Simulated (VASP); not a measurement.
**LaPt3: interstitial H from one void to a neighbouring one**

How hard is this move in LaPt3: interstitial H from one void to a neighbouring one? Both ends are relaxed first, then a band of images between them. The start is a cell from a database of measured crystal structures.

Program: VASP 6.6.1. Level of theory: PBEsol; plane waves and PAW (Pt, La), in the first sound run; inputs show where later runs differ. Results are calculated unless marked as measured.

## (1) The host crystal

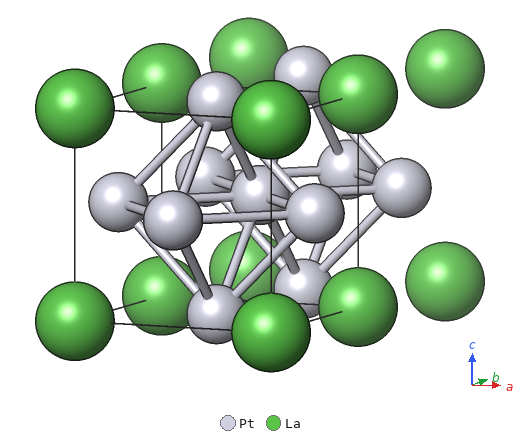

The cell as given, slightly off an axis (platinum light grey, lanthanum green). 1×2×1 cells are drawn. Some periodic images of atoms are drawn too.

Coordinates:

```cif
data_structure
_symmetry_space_group_name_H-M 'P 1'
_symmetry_Int_Tables_number 1
_cell_length_a 4.0745
_cell_length_b 4.0745
_cell_length_c 4.0745
_cell_angle_alpha 90.000
_cell_angle_beta 90.000
_cell_angle_gamma 90.000
_cell_volume 67.64
loop_
_atom_site_label
_atom_site_type_symbol
_atom_site_fract_x
_atom_site_fract_y
_atom_site_fract_z
_atom_site_occupancy
Pt1 Pt 0.50000 0.50000 0.00000 1
Pt2 Pt 0.50000 0.00000 0.50000 1
Pt3 Pt 0.00000 0.50000 0.50000 1
La4 La 0.00000 0.00000 0.00000 1
```

## (2) Relax the host

First cell and atoms are relaxed at a raised cutoff, so that later runs start from this functional's own cell.

Contents of INCAR:

```
SYSTEM = LaPt3
PREC = Accurate
ENCUT = 350
EDIFF = 1E-06
NELM = 120
ISMEAR = 0
SIGMA = 0.1
LREAL = .FALSE.
ALGO = Normal
GGA = PS
NBANDS = 26
LORBIT = 11
LWAVE = .FALSE.
LCHARG = .FALSE.
KPAR = 3
IBRION = 2
NSW = 40
ISIF = 3
EDIFFG = -0.02
POTIM = 0.4
```

Contents of POSCAR:

```
LaPt3
1.0
    4.0745000000      0.0000000000      0.0000000000
    0.0000000000      4.0745000000      0.0000000000
    0.0000000000      0.0000000000      4.0745000000
Pt La
3 1
Direct
    0.5000000000      0.5000000000      0.0000000000
    0.5000000000      0.0000000000      0.5000000000
    0.0000000000      0.5000000000      0.5000000000
    0.0000000000      0.0000000000      0.0000000000
```

Contents of KPOINTS:

```
Automatic mesh
0
Gamma
5 5 5
0 0 0
```

PAW data sets: Pt and La (PBE family, release 64).

Run with:

```console
$ mpirun -np 3 vasp_std
```

Log:

```text
[banner, memory and clock lines left out]
running    3 mpi-ranks, on    1 nodes
 distrk:  each k-point on    1 cores,    3 groups
 distr:  one band on    1 cores,    1 groups

 POSCAR found type information on POSCAR PtLa
 POSCAR found :  2 types and       4 ions
|                                                                             |
|               ----> ADVICE to this user running VASP <----                  |
|                                                                             |
|     You enforced a specific xc type in the INCAR file but a different       |
|     [... a line on the potential file left out ...]
|     I HOPE YOU KNOW WHAT YOU ARE DOING!                                     |
|                                                                             |

 LDA part: xc-table for (Slater+PW92), standard interpolation
 POSCAR, INCAR and KPOINTS ok, starting setup
 FFT: planning ... GRIDC
 FFT: planning ... GRID_SOFT
 FFT: planning ... GRID
 WAVECAR not read
 entering main loop
       N       E                     dE             d eps       ncg     rms          rms(c)
DAV:   1     0.258308692247E+03    0.25831E+03   -0.13728E+04   576   0.174E+03
DAV:   2     0.205024263900E+02   -0.23781E+03   -0.22515E+03   562   0.310E+02
DAV:   3    -0.285778391794E+02   -0.49080E+02   -0.44751E+02   792   0.116E+02
DAV:   4    -0.330212141906E+02   -0.44434E+01   -0.42204E+01   954   0.463E+01
DAV:   5    -0.332106509109E+02   -0.18944E+00   -0.18880E+00   712   0.637E+00    0.204E+01
DAV:   6    -0.302072332089E+02    0.30034E+01   -0.63694E+01   934   0.791E+01    0.106E+01
DAV:   7    -0.294670912386E+02    0.74014E+00   -0.69706E+00   804   0.299E+01    0.573E+00
DAV:   8    -0.293655287493E+02    0.10156E+00   -0.15598E+00   850   0.117E+01    0.210E+00
DAV:   9    -0.293251836337E+02    0.40345E-01   -0.26005E-01   864   0.399E+00    0.497E-01
DAV:  10    -0.293259674654E+02   -0.78383E-03   -0.10486E-02   734   0.780E-01    0.264E-01
DAV:  11    -0.293242741034E+02    0.16934E-02   -0.78463E-03   864   0.103E+00    0.929E-02
DAV:  12    -0.293243100533E+02   -0.35950E-04   -0.56841E-04   840   0.237E-01    0.209E-02
DAV:  13    -0.293242968567E+02    0.13197E-04   -0.67543E-05   830   0.876E-02    0.703E-03
DAV:  14    -0.293242963619E+02    0.49483E-06   -0.35886E-06   616   0.138E-02
   1 F= -.29324296E+02 E0= -.29317370E+02  d E =-.293243E+02
 curvature:   0.00 expect dE= 0.000E+00 dE for cont linesearch  0.000E+00
 trial: gam= 0.00000 g(F)=  0.000E+00 g(S)=  0.928E+00 ort = 0.000E+00 (trialstep = 0.100E+01)
 search vector abs. value=  0.928E+00
 bond charge predicted
       N       E                     dE             d eps       ncg     rms          rms(c)
DAV:   1    -0.382190234705E+02   -0.88947E+01   -0.20880E+02   644   0.109E+02    0.220E+01
DAV:   2    -0.297007898287E+02    0.85182E+01   -0.34129E+01   752   0.441E+01    0.118E+01
DAV:   3    -0.292152483979E+02    0.48554E+00   -0.66216E+00   858   0.305E+01    0.711E+00
DAV:   4    -0.291719642134E+02    0.43284E-01   -0.61388E-01   898   0.765E+00    0.349E+00
DAV:   5    -0.291797314162E+02   -0.77672E-02   -0.70692E-02   850   0.127E+00    0.697E-01
DAV:   6    -0.291824969491E+02   -0.27655E-02   -0.14013E-02   838   0.639E-01    0.233E-01
DAV:   7    -0.291826762834E+02   -0.17933E-03   -0.48822E-03   894   0.483E-01    0.159E-01
DAV:   8    -0.291824310075E+02    0.24528E-03   -0.16440E-03   836   0.249E-01    0.293E-02
DAV:   9    -0.291824443491E+02   -0.13342E-04   -0.12466E-04   886   0.855E-02    0.169E-02
DAV:  10    -0.291824466765E+02   -0.23275E-05   -0.63392E-06   744   0.185E-02    0.678E-03
DAV:  11    -0.291824477628E+02   -0.10862E-05   -0.23199E-06   498   0.120E-02    0.175E-03
DAV:  12    -0.291824480029E+02   -0.24017E-06   -0.63621E-07   330   0.120E-02
   2 F= -.29182448E+02 E0= -.29175228E+02  d E =0.141848E+00
[...]
3 F= -.29501821E+02 E0= -.29494853E+02  d E =-.177525E+00
 curvature:  -0.23 expect dE=-0.943E-04 dE for cont linesearch -0.943E-04
 ZBRENT: interpolating
 opt :   0.4016  next Energy=   -29.501903 (dE=-0.178E+00)
 bond charge predicted
       N       E                     dE             d eps       ncg     rms          rms(c)
DAV:   1    -0.295026611205E+02   -0.84091E-03   -0.15143E-02   636   0.944E-01    0.183E-01
DAV:   2    -0.295020159796E+02    0.64514E-03   -0.39029E-03   726   0.428E-01    0.818E-02
DAV:   3    -0.295019225305E+02    0.93449E-04   -0.38473E-04   834   0.202E-01    0.340E-02
DAV:   4    -0.295019107778E+02    0.11753E-04   -0.11688E-04   786   0.106E-01    0.104E-02
DAV:   5    -0.295019120463E+02   -0.12685E-05   -0.15877E-05   872   0.357E-02    0.813E-03
DAV:   6    -0.295019134121E+02   -0.13659E-05   -0.86090E-07   410   0.602E-03    0.248E-03
DAV:   7    -0.295019139356E+02   -0.52345E-06   -0.33171E-07   360   0.617E-03
   4 F= -.29501914E+02 E0= -.29494946E+02  d E =-.177618E+00
 curvature:  -0.20 expect dE=-0.120E-05 dE for cont linesearch -0.120E-05
 trial: gam= 0.00000 g(F)=  0.145E-63 g(S)=  0.599E-05 ort =-0.236E-02 (trialstep = 0.880E+00)
 search vector abs. value=  0.599E-05
 reached required accuracy - stopping structural energy minimisation
```

The job ended after 10 s (3 MPI ranks of Intel Xeon 6975P-C (Granite Rapids), shared host; peak memory 0.49 GiB).

The logs omit lines about the potential files and the build; timing stands in the text.

Parts of OUTCAR (step 2):

```text
ion  position               nearest neighbor table
   1  0.500  0.500  0.000-   2 2.88   3 2.88   4 2.88   2 2.88   3 2.88   2 2.88   4 2.88   2 2.88
                             3 2.88   4 2.88   3 2.88   4 2.88
   2  0.500  0.000  0.500-   1 2.88   3 2.88   4 2.88   1 2.88   4 2.88   1 2.88   3 2.88   1 2.88
                             3 2.88   4 2.88   4 2.88   3 2.88
   3  0.000  0.500  0.500-   1 2.88   2 2.88   4 2.88   1 2.88   4 2.88   2 2.88   4 2.88   4 2.88
                             1 2.88   2 2.88   1 2.88   2 2.88
   4  0.000  0.000  0.000-   1 2.88   2 2.88   3 2.88   2 2.88   3 2.88   1 2.88   3 2.88   3 2.88
                             1 2.88   2 2.88   2 2.88   1 2.88

  LATTYP: Found a simple cubic cell.
 ALAT       =     4.0745000000

 Subroutine GETGRP returns: Found 48 space group operations
 (whereof 48 operations were pure point group operations)

The static configuration has the point symmetry O_h .

 Found     10 irreducible k-points:

   k-points           NKPTS =     10   k-points in BZ     NKDIM =     10   number of bands    NBANDS=     26

   dimension x,y,z NGX =    28 NGY =   28 NGZ =   28
   dimension x,y,z NGXF=    56 NGYF=   56 NGZF=   56

   ENCUT  =  350.0 eV  25.72 Ry    5.07 a.u.   6.22  6.22  6.22*2*pi/ulx,y,z

   NELECT =      41.0000    total number of electrons

 k-points in reciprocal lattice and weights: Automatic mesh
   0.00000000  0.00000000  0.00000000       0.008
   0.20000000  0.00000000  0.00000000       0.048
   0.40000000  0.00000000  0.00000000       0.048
   0.20000000  0.20000000  0.00000000       0.096
   0.40000000  0.20000000  0.00000000       0.192
   0.40000000  0.40000000  0.00000000       0.096
   0.20000000  0.20000000  0.20000000       0.064
   0.40000000  0.20000000  0.20000000       0.192
   0.40000000  0.40000000  0.20000000       0.192
   0.40000000  0.40000000  0.40000000       0.064

 average (electrostatic) potential at core
       1 -62.8674       2 -62.8674       3 -62.8674       4 -91.5745

 E-fermi :  10.4415

 k-point     1 :       0.0000    0.0000    0.0000
  band No.  band energies     occupation
    ...
     13       7.8254      2.00000
     14       7.8254      2.00000
     15       9.3693      2.00000
     16       9.3693      2.00000
     17      10.1707      1.99987
     18      10.6288      0.00810
     19      10.6288      0.00810
     20      10.6288      0.00810
     21      13.1417      0.00000
     22      13.1417      0.00000
    ...

 k-point     2 :       0.2000    0.0000    0.0000
  band No.  band energies     occupation
    ...
     15       9.0862      2.00000
     16       9.3247      2.00000
     17       9.6500      2.00000
     18       9.6500      2.00000
     19       9.8092      2.00000
     20      10.6300      0.00768
     21      11.0579      0.00000
     22      13.3606      0.00000
     23      13.3606      0.00000
     24      13.9410      0.00000
    ...

 k-point     3 :       0.4000    0.0000    0.0000
  band No.  band energies     occupation
    ...
     16       8.5536      2.00000
     17       8.5536      2.00000
     18       8.5820      2.00000
     19       8.8894      2.00000
     20       9.5381      2.00000
     21      10.6315      0.00723
     22      12.7493      0.00000
     23      12.7493      0.00000
     24      13.8219      0.00000
     25      13.9120      0.00000
    ...

  Total       -0.0143891     -0.0143891     -0.0143891      0.0000000      0.0000000      0.0000000
  in kB       -0.3193380     -0.3193380     -0.3193380      0.0000000      0.0000000      0.0000000
  external PRESSURE =      -0.3193380 kB  Pullay stress =       0.0000000 kB

  energy-cutoff  :      350.00
  volume of cell :       72.19
      direct lattice vectors                 reciprocal lattice vectors
     4.163876576  0.000000000 -0.000000000     0.240160817 -0.000000000 -0.000000000
     0.000000000  4.163876576 -0.000000000    -0.000000000  0.240160817 -0.000000000
     0.000000000  0.000000000  4.163876576     0.000000000  0.000000000  0.240160817

 POSITION                                       TOTAL-FORCE (eV/Angst)
 -----------------------------------------------------------------------------------
      2.08194      2.08194     -0.00000        -0.000000     -0.000000      0.000000
      2.08194      0.00000      2.08194        -0.000000      0.000000      0.000000
      0.00000      2.08194      2.08194         0.000000      0.000000      0.000000
      0.00000      0.00000      0.00000        -0.000000     -0.000000      0.000000
 -----------------------------------------------------------------------------------
    total drift:                                0.000000      0.000000      0.000000

  FREE ENERGIE OF THE ION-ELECTRON SYSTEM (eV)
  ---------------------------------------------------
  free  energy   TOTEN  =       -29.5019139356 eV

  energy  without entropy=      -29.4879786245  energy(sigma->0) =      -29.49494628

 reached required accuracy - stopping structural energy minimisation

 total charge
# of ion       s       p       d       f       tot
--------------------------------------------------
    1        0.665   0.423   8.147   0.000   9.234
    2        0.665   0.423   8.147   0.000   9.234
    3        0.665   0.423   8.147   0.000   9.234
    4        2.093   5.597   0.937   0.274   8.901
--------------------------------------------------
tot          4.087   6.865  25.378   0.274  36.604

[... 3 further parts left out ...]
```

CONTCAR:

```
LaPt3
   1.00000000000000
     4.1638765755365439    0.0000000000000000   -0.0000000000000000
     0.0000000000000000    4.1638765755365439   -0.0000000000000000
     0.0000000000000000    0.0000000000000000    4.1638765755365439
  Pt              La
     3     1
Direct
     0.5000000000000000    0.5000000000000000    0.0000000000000000
     0.5000000000000000    0.0000000000000000    0.5000000000000000
     0.0000000000000000    0.5000000000000000    0.5000000000000000
     0.0000000000000000    0.0000000000000000    0.0000000000000000
```

This run has no spin polarisation. Its electron count is odd, so without a moment it is a metal by construction. The k-mesh is coarse for a metal. The PAW data sets were made with PBE, which is usual practice but a small mismatch for other functionals. The run keeps the 48 symmetry operations of its start, so it cannot find a distortion of lower symmetry.

Step by step:

```csv
step,energy less that of the first step (eV),largest force (eV/Å),pressure (GPa),volume (Å³)
1,0.0000,0.0000,13.41,67.64
2,0.1418,0.0000,-12.95,79.34
3,-0.1775,0.0000,-0.26,72.29
4,-0.1776,0.0000,-0.03,72.19
```

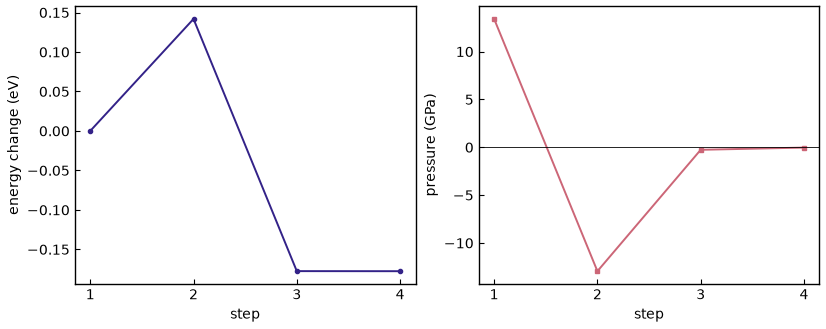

Energy and pressure along the relaxation.

| conventional cell, symmetrised | before | after | change |
| --- | --- | --- | --- |
| a (Å) | 4.074 | 4.164 | +2.2 % |
| b (Å) | 4.074 | 4.164 | +2.2 % |
| c (Å) | 4.074 | 4.164 | +2.2 % |
| volume (Å³/atom) | 16.91 | 18.05 | +6.7 % |

The relaxed structure:

```xyz
4
Lattice="4.1639 0.0000 0.0000 0.0000 4.1639 0.0000 0.0000 0.0000 4.1639" Properties=species:S:1:pos:R:3 pbc="T T T"
Pt    2.0819    2.0819    0.0000
Pt    2.0819    0.0000    2.0819
Pt    0.0000    2.0819    2.0819
La    0.0000    0.0000    0.0000
```

Numbers from this step:

| Quantity | Value |
| --- | --- |
| electronic cycles | 43 |
| electrons | 41 |
| free energy (TOTEN) | -29.50 eV |
| energy at zero smearing | -29.49 eV |
| Fermi energy | 10.44 eV |
| metallic | yes |

The run ended after 4 ionic steps, 0.178 eV below its first step, once forces and stress met EDIFFG = -0.02.

(Continued in part 2 of 5.)

[Lines on the potential files, build, host, timing and source positions are cut from VASP's logs without a mark.]

[Logs are printed without paths, hosts, clocks, repeated set-up lines and the standing remarks that a program may print on its own settings, such as how far it seeks lower states.]

[Hosts, paths, dates, database ids (printed as entryN), source tags and the programs' standing remarks are cut or masked in the printed files.]

[Runs that stopped without an error message from VASP are left out.]
